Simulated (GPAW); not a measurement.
The Rh L₃ edge of atom 1 in LiRh (P-6m2), with 6 Li at 2.65 Å and 6 Rh at 2.65 Å (anticuboctahedral, as in hcp, site symmetry -6m2), was computed in 2 ways: excited-electron core hole (neutral cell) and no core hole. Program and functional: GPAW, LDA, Gaussian full width 2.13 eV up to 4 eV, rising linearly to 3.5 eV at 25 eV; cells of 2 and 24 atoms (the run without a hole in the smaller).

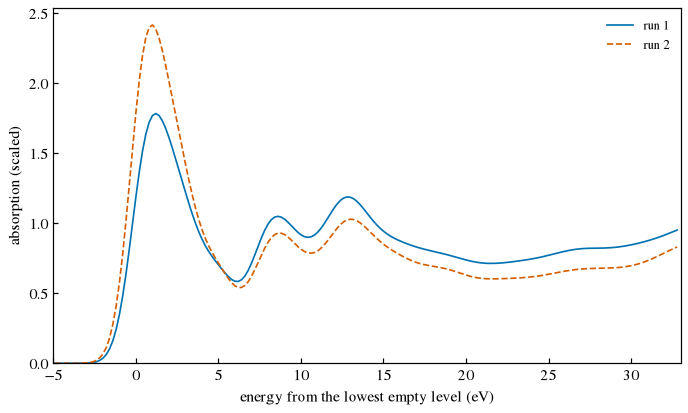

Each run is counted from its own lowest empty level or Fermi level and scaled to a mean of 1 over its first 20 eV.

Question: Which run is which?

Run 1: excited-electron core hole (neutral cell) (area from −2 to 6 eV 8.1, main maxima 1.2 eV (1.78), 8.6 eV (1.05) and 12.8 eV (1.19)). Run 2: no core hole (area from −2 to 6 eV 10.2, main maxima 1.0 eV (2.42), 8.6 eV (0.93) and 13.0 eV (1.03)). With each curve scaled to its own mean, the area from −2 to 6 eV with the hole is 8.1 against 10.2, and the centre of weight from −1 to 20 eV moves by +1.1 eV (first and strongest maxima below 20 eV: 1.0 eV (2.42), 8.6 eV (0.93) and 13.0 eV (1.03) without the hole, 1.2 eV (1.78), 8.6 eV (1.05) and 12.8 eV (1.19) with it): the near-edge weight falls against the higher-lying part.

[Hosts, paths, dates, database ids (printed as entryN), source tags and the programs' standing remarks are cut or masked in the printed files.]

[Lists of maxima count a maximum above −3 eV only where it reaches 4 % of the highest in the window and stands out from its surroundings by 2 % of it (1.5 % where it reaches 55 %); shoulders and weaker maxima are passed over, and of the rest the first, up to two pre-edge ones and the few strongest are named.]
